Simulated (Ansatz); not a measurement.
Run report: C3H9FGeS3, geometry relaxation (part 2 of 2)

C3H9FGeS3; RKS PBE0-D4/def2-TZVP (Ansatz 0.2.0). The geometry: PBE-D4/def2-SVP start.

Geometry of the input (Å):
```
C  -0.5622  -2.8374  -1.6736
S  -0.7408  -1.2028  -2.5023
Ge -0.5109  0.0662  -0.7033
F  -1.6361  -0.5180  0.5508
S  1.4987  -0.2275  0.2450
C  1.0511  -0.1823  2.0311
S  -0.9891  2.1606  -1.2641
C  -0.0169  3.0538  0.0142
H  -1.3999  -3.0165  -0.9742
H  -0.5819  -3.5957  -2.4792
H  0.4034  -2.8964  -1.1342
H  0.0394  -0.5990  2.1857
H  1.0968  0.8520  2.4231
H  1.7959  -0.8083  2.5576
H  -0.5623  3.0911  0.9769
H  0.1223  4.0836  -0.3660
H  0.9734  2.5763  0.1528
```

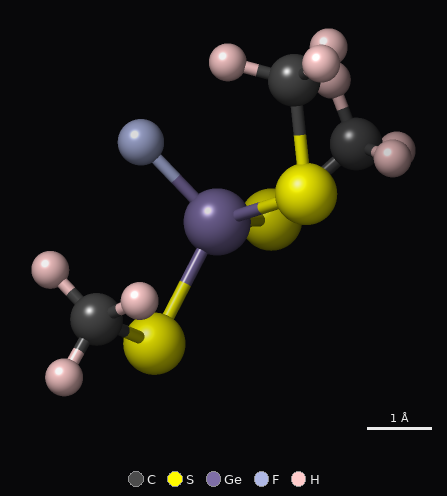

The geometry at step 8 of the log (ball-and-stick view, seen at a tilt).

## Trajectory as extended XYZ, continued
```
17
Properties=species:S:1:pos:R:3:forces:R:3 step=3 energy=-94981.61886
C    -0.5797   -2.8121   -1.6702   -0.0208   0.0990  -0.0751
S    -0.7196   -1.1878   -2.4764   -0.0320  -0.0418  -0.0307
Ge   -0.4744    0.0584   -0.7034   -0.0284  -0.1134   0.2026
F    -1.5435   -0.5336    0.5626   -0.1288   0.0802  -0.1920
S     1.4799   -0.2571    0.2620    0.1745   0.0002   0.0489
C     1.0261   -0.1618    2.0220    0.0445  -0.0102  -0.0843
S    -0.9508    2.1231   -1.2474   -0.0168   0.0380   0.0134
C    -0.0054    3.0165    0.0197   -0.0620  -0.0253  -0.0837
H    -1.4142   -2.9766   -0.9954   -0.0555  -0.0262   0.0592
H    -0.6086   -3.5458   -2.4717   -0.0037  -0.0715  -0.0544
H     0.3641   -2.8953   -1.1379    0.0688  -0.0153   0.0503
H     0.0690   -0.6448    2.1960   -0.0081  -0.0029   0.0110
H     0.9945    0.8730    2.3569   -0.0073   0.0257   0.0291
H     1.8062   -0.6949    2.5633    0.0325   0.0092   0.0167
H    -0.5340    3.0098    0.9692   -0.0180   0.0100   0.0757
H     0.0825    4.0402   -0.3381    0.0049   0.0617   0.0003
H     0.9888    2.5883    0.1289    0.0562  -0.0176   0.0130
17
Properties=species:S:1:pos:R:3:forces:R:3 step=4 energy=-94981.62112
C    -0.5971   -2.8356   -1.6844   -0.0005  -0.0132   0.0457
S    -0.7202   -1.2008   -2.4621    0.0090   0.0491  -0.0269
Ge   -0.4324    0.0242   -0.6725   -0.0239   0.1305  -0.1843
F    -1.5647   -0.5214    0.5471   -0.0423  -0.0386   0.0247
S     1.5322   -0.3029    0.2711   -0.0471   0.0324  -0.0155
C     1.0290   -0.1532    2.0077    0.0999  -0.0226   0.1197
S    -0.9049    2.0979   -1.2230   -0.0587  -0.0009  -0.0759
C    -0.0050    3.0455    0.0321    0.0315  -0.1203   0.0307
H    -1.4348   -3.0082   -1.0119   -0.0182  -0.0070   0.0073
H    -0.6267   -3.5626   -2.4943    0.0004  -0.0145  -0.0240
H     0.3440   -2.9354   -1.1457    0.0195  -0.0226   0.0029
H     0.0683   -0.6361    2.1632    0.0107  -0.0130   0.0644
H     0.9796    0.8889    2.3210    0.0017   0.0093  -0.0239
H     1.7945   -0.6644    2.5901   -0.0022  -0.0027   0.0344
H    -0.5147    3.0062    0.9921   -0.0272   0.0087   0.0432
H     0.0178    4.0748   -0.3197   -0.0192   0.0459  -0.0325
H     1.0161    2.6825    0.1295    0.0667  -0.0204   0.0098
17
Properties=species:S:1:pos:R:3:forces:R:3 step=5 energy=-94981.62623
C    -0.6145   -2.8173   -1.6916    0.0262  -0.0333  -0.0845
S    -0.6048   -1.1853   -2.4905   -0.0536  -0.0064   0.0049
Ge   -0.4481    0.0353   -0.6830    0.0500   0.0235  -0.0967
F    -1.6168   -0.5657    0.4739    0.0365  -0.0177   0.0557
S     1.5092   -0.2565    0.3049   -0.1790  -0.0392  -0.0017
C     1.0435   -0.1548    2.0568    0.2304   0.0666   0.1029
S    -0.9531    2.0991   -1.2294    0.0693   0.0027   0.0423
C     0.0019    3.0243    0.0073   -0.0819   0.0351  -0.0209
H    -1.4904   -2.9393   -1.0591   -0.0297   0.0212   0.0191
H    -0.6490   -3.5479   -2.5001    0.0080   0.0026   0.0159
H     0.2952   -2.9656   -1.1126    0.0264  -0.0206   0.0245
H     0.1463   -0.7223    2.2854   -0.0613  -0.0482  -0.1154
H     0.9190    0.8818    2.3689   -0.0038  -0.0204   0.0077
H     1.8873   -0.5909    2.5957   -0.0673   0.0555   0.0353
H    -0.4602    2.9516    0.9908    0.0113   0.0107   0.0041
H    -0.0212    4.0623   -0.3213   -0.0111   0.0414   0.0159
H     1.0368    2.6908    0.0441    0.0297  -0.0735  -0.0091
17
Properties=species:S:1:pos:R:3:forces:R:3 step=6 energy=-94981.63280
C    -0.6035   -2.8356   -1.6965    0.0079   0.0053   0.0287
S    -0.6860   -1.1995   -2.4865    0.0079   0.0008   0.0328
Ge   -0.4503    0.0355   -0.6948   -0.0356   0.0279   0.0370
F    -1.5868   -0.5353    0.5143    0.0066  -0.0036  -0.0328
S     1.5050   -0.2666    0.2879    0.0025  -0.0175  -0.0117
C     1.0420   -0.1424    2.0405    0.0193   0.0153   0.0260
S    -0.9335    2.1089   -1.2315    0.0080  -0.0051  -0.0201
C    -0.0023    3.0285    0.0258    0.0267  -0.0118   0.0233
H    -1.4531   -2.9889   -1.0320    0.0256   0.0115  -0.0226
H    -0.6396   -3.5652   -2.5057    0.0023   0.0177   0.0099
H     0.3318   -2.9522   -1.1480   -0.0322  -0.0050  -0.0203
H     0.1059   -0.6616    2.2328    0.0126  -0.0009  -0.0109
H     0.9640    0.8982    2.3552   -0.0015  -0.0176  -0.0140
H     1.8457   -0.6253    2.5970   -0.0138   0.0149  -0.0013
H    -0.5080    2.9923    0.9912    0.0242   0.0064  -0.0392
H     0.0331    4.0621   -0.3223   -0.0084  -0.0464   0.0216
H     1.0164    2.6468    0.1129   -0.0520   0.0079  -0.0062
17
Properties=species:S:1:pos:R:3:forces:R:3 step=7 energy=-94981.63421
C    -0.6056   -2.8289   -1.6970    0.0030   0.0067   0.0064
S    -0.6768   -1.1924   -2.4849    0.0053  -0.0051   0.0015
Ge   -0.4504    0.0373   -0.6905   -0.0327  -0.0139  -0.0306
F    -1.5919   -0.5424    0.5079    0.0059   0.0081  -0.0005
S     1.5051   -0.2733    0.2883   -0.0081  -0.0024  -0.0090
C     1.0426   -0.1325    2.0392    0.0192   0.0084   0.0277
S    -0.9332    2.1069   -1.2358    0.0153  -0.0193   0.0107
C    -0.0002    3.0130    0.0286    0.0077   0.0222  -0.0008
H    -1.4565   -2.9769   -1.0344    0.0030   0.0036  -0.0019
H    -0.6461   -3.5565   -2.5069    0.0006  -0.0026  -0.0047
H     0.3275   -2.9532   -1.1484   -0.0056  -0.0051  -0.0030
H     0.1182   -0.6691    2.2396    0.0073   0.0007  -0.0036
H     0.9427    0.9105    2.3381   -0.0009  -0.0125  -0.0026
H     1.8567   -0.5898    2.6020   -0.0115   0.0145  -0.0007
H    -0.5065    2.9726    0.9922    0.0039   0.0058  -0.0030
H     0.0397    4.0479   -0.3116   -0.0001  -0.0085   0.0177
H     1.0156    2.6265    0.1138   -0.0122  -0.0008  -0.0037
17
Properties=species:S:1:pos:R:3:forces:R:3 step=8 energy=-94981.63484
C    -0.6109   -2.8309   -1.7028    0.0034   0.0008  -0.0056
S    -0.6643   -1.1944   -2.4907   -0.0034   0.0023  -0.0075
Ge   -0.4523    0.0328   -0.6936    0.0013  -0.0077  -0.0077
F    -1.5984   -0.5473    0.4990   -0.0006  -0.0001   0.0074
S     1.5010   -0.2765    0.2909    0.0005  -0.0123  -0.0020
C     1.0437   -0.1214    2.0422    0.0112   0.0056   0.0287
S    -0.9280    2.1043   -1.2342    0.0051   0.0015   0.0023
C     0.0044    3.0062    0.0340   -0.0080   0.0097  -0.0094
H    -1.4651   -2.9709   -1.0435   -0.0078   0.0000   0.0074
H    -0.6557   -3.5578   -2.5131   -0.0004  -0.0055  -0.0067
H     0.3189   -2.9647   -1.1516    0.0061  -0.0038   0.0055
H     0.1359   -0.6813    2.2574    0.0158   0.0128  -0.0114
H     0.9162    0.9234    2.3252   -0.0005  -0.0268   0.0010
H     1.8742   -0.5466    2.6075   -0.0267   0.0229  -0.0165
H    -0.4997    2.9591    0.9979   -0.0064   0.0021   0.0122
H     0.0400    4.0428   -0.2995   -0.0008   0.0109   0.0049
H     1.0209    2.6230    0.1150    0.0113  -0.0124  -0.0025
17
Properties=species:S:1:pos:R:3:forces:R:3 step=9 energy=-94981.63518
C    -0.6148   -2.8346   -1.7081    0.0020  -0.0049  -0.0011
S    -0.6626   -1.1969   -2.4941   -0.0024   0.0035  -0.0057
Ge   -0.4506    0.0287   -0.6959    0.0116  -0.0037  -0.0023
F    -1.5983   -0.5485    0.4965   -0.0028  -0.0023   0.0064
S     1.5015   -0.2840    0.2907    0.0027  -0.0063   0.0058
C     1.0436   -0.1085    2.0404   -0.0016   0.0002   0.0176
S    -0.9202    2.1027   -1.2333    0.0002   0.0031   0.0017
C     0.0074    2.9992    0.0423   -0.0024   0.0040  -0.0022
H    -1.4682   -2.9712   -1.0469   -0.0026  -0.0008   0.0029
H    -0.6651   -3.5604   -2.5193   -0.0013   0.0000  -0.0019
H     0.3157   -2.9742   -1.1591    0.0011   0.0000   0.0020
H     0.1453   -0.6806    2.2633    0.0178   0.0177  -0.0033
H     0.8981    0.9381    2.3077    0.0007  -0.0289   0.0000
H     1.8810   -0.5104    2.6126   -0.0237   0.0182  -0.0227
H    -0.5005    2.9491    1.0043   -0.0051   0.0004   0.0043
H     0.0458    4.0374   -0.2863   -0.0004   0.0050   0.0012
H     1.0231    2.6137    0.1256    0.0062  -0.0051  -0.0027
17
Properties=species:S:1:pos:R:3:forces:R:3 step=10 energy=-94981.63532
C    -0.6178   -2.8372   -1.7116    0.0010  -0.0065   0.0004
S    -0.6612   -1.1985   -2.4964   -0.0010   0.0024  -0.0007
Ge   -0.4475    0.0256   -0.6972    0.0115  -0.0002   0.0001
F    -1.5957   -0.5504    0.4954   -0.0031  -0.0021   0.0027
S     1.5034   -0.2894    0.2913   -0.0013   0.0000   0.0083
C     1.0429   -0.1004    2.0392   -0.0012  -0.0023   0.0022
S    -0.9151    2.1011   -1.2322   -0.0007   0.0015   0.0020
C     0.0091    2.9955    0.0475    0.0010  -0.0006   0.0028
H    -1.4707   -2.9713   -1.0489    0.0011   0.0002  -0.0007
H    -0.6723   -3.5621   -2.5235   -0.0010   0.0032   0.0016
H     0.3132   -2.9807   -1.1643   -0.0022   0.0014  -0.0006
H     0.1503   -0.6788    2.2670    0.0070   0.0099   0.0004
H     0.8870    0.9467    2.2966   -0.0001  -0.0148  -0.0001
H     1.8835   -0.4879    2.6154   -0.0095   0.0084  -0.0134
H    -0.5008    2.9426    1.0085   -0.0015  -0.0001  -0.0026
H     0.0475    4.0348   -0.2780   -0.0004  -0.0004  -0.0005
H     1.0251    2.6101    0.1315    0.0004   0.0001  -0.0019
17
Properties=species:S:1:pos:R:3:forces:R:3 step=11 energy=-94981.63536
C    -0.6197   -2.8382   -1.7134    0.0007  -0.0039  -0.0001
S    -0.6590   -1.1988   -2.4972   -0.0006   0.0012  -0.0003
Ge   -0.4450    0.0240   -0.6971    0.0070   0.0004  -0.0012
F    -1.5939   -0.5527    0.4946   -0.0019  -0.0015   0.0020
S     1.5050   -0.2911    0.2927   -0.0042   0.0018   0.0057
C     1.0422   -0.0973    2.0393    0.0032  -0.0026  -0.0026
S    -0.9132    2.0997   -1.2311   -0.0007   0.0008   0.0013
C     0.0101    2.9943    0.0491    0.0003  -0.0019   0.0021
H    -1.4726   -2.9704   -1.0504    0.0006   0.0007  -0.0005
H    -0.6765   -3.5623   -2.5258   -0.0005   0.0024   0.0013
H     0.3111   -2.9846   -1.1666   -0.0012   0.0007  -0.0004
H     0.1534   -0.6799    2.2698    0.0001   0.0032   0.0001
H     0.8800    0.9496    2.2926   -0.0009  -0.0041   0.0004
H     1.8853   -0.4768    2.6167   -0.0019   0.0029  -0.0039
H    -0.4995    2.9395    1.0102   -0.0002  -0.0001  -0.0022
H     0.0465    4.0340   -0.2752   -0.0001  -0.0002  -0.0011
H     1.0267    2.6105    0.1321    0.0003   0.0003  -0.0005
17
Properties=species:S:1:pos:R:3:forces:R:3 step=12 energy=-94981.63537
C    -0.6205   -2.8382   -1.7144    0.0002  -0.0016  -0.0006
S    -0.6580   -1.1985   -2.4976    0.0004   0.0005   0.0011
Ge   -0.4439    0.0234   -0.6969    0.0012   0.0001  -0.0006
F    -1.5927   -0.5547    0.4944   -0.0018  -0.0006   0.0006
S     1.5054   -0.2907    0.2941    0.0000   0.0009   0.0016
C     1.0419   -0.0962    2.0402    0.0017  -0.0016  -0.0039
S    -0.9134    2.0990   -1.2304    0.0000  -0.0005   0.0013
C     0.0107    2.9936    0.0491   -0.0005   0.0003   0.0000
H    -1.4733   -2.9694   -1.0510    0.0000   0.0006  -0.0001
H    -0.6789   -3.5618   -2.5271   -0.0001   0.0005   0.0003
H     0.3103   -2.9860   -1.1682   -0.0003   0.0001  -0.0001
H     0.1556   -0.6819    2.2719   -0.0019  -0.0002  -0.0002
H     0.8753    0.9501    2.2921   -0.0010   0.0014   0.0007
H     1.8868   -0.4711    2.6175    0.0014  -0.0001   0.0007
H    -0.4984    2.9389    1.0105    0.0003  -0.0001  -0.0006
H     0.0467    4.0333   -0.2753    0.0003   0.0001  -0.0005
H     1.0274    2.6100    0.1314    0.0000   0.0001   0.0002
```

## Summary

| quantity | value |
| --- | --- |
| outcome | converged |
| total energy | −94981.6354 eV |
| mean-field energy | −94981.1319 eV |
| dispersion energy | −0.5035 eV |
| SCF solution under orbital rotations | stable |
| largest force (length of the vector) at the end | 0.005 eV/Å |
| dipole moment | 2.41 D |
| hardware | 5 CPU threads, shared host |
| wall time | 44 s (CPU time 56 s) |
| peak memory | 1.1 GiB |
